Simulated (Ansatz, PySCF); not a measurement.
SiH4 (SMILES [SiH4]) and CH6Si (SMILES C[SiH3]) are pulled apart as rigid monomers along the line of their centres of mass, from the B3LYP-D3(BJ)/def2-TZVP minimum. Starting geometry (charge 0, multiplicity 1):
```xyz
13

Si     0.0159    -0.3016     0.1916
H     -1.1782    -0.1975     1.0594
H     -0.3660    -0.0324    -1.2129
H      0.5767    -1.6682     0.2968
H      1.0314     0.6802     0.6308
C      0.8306    -0.7578     4.0304
Si    -0.3862     0.6489     4.2790
H      0.6484    -1.2809     3.0905
H      0.7450    -1.4867     4.8385
H      1.8570    -0.3870     4.0174
H     -0.2172     1.6848     3.2325
H     -0.1710     1.2853     5.6018
H     -1.7813     0.1495     4.2222
```

Interaction energies with rigid monomers; basis-set methods are counterpoise corrected unless marked otherwise.

Rows in 6-31G* carry no dispersion term and start afresh at each structure (6-31G* with six Cartesian d functions). MP2/6-31G* freezes PySCF's default core.

Programs: Ansatz (Gaussian orbitals); PySCF for 6-31G* rows. Values without a source in brackets are computed.

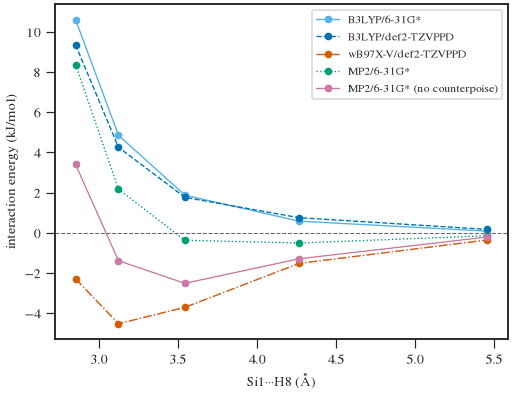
Figure. Interaction energy against separation

Problem. Which level binds most strongly at Si1···H8 = 3.12, and by how much?

Solution. wB97X-V/def2-TZVPPD, -5 kJ/mol.

Ansatz is an electronic-structure program.
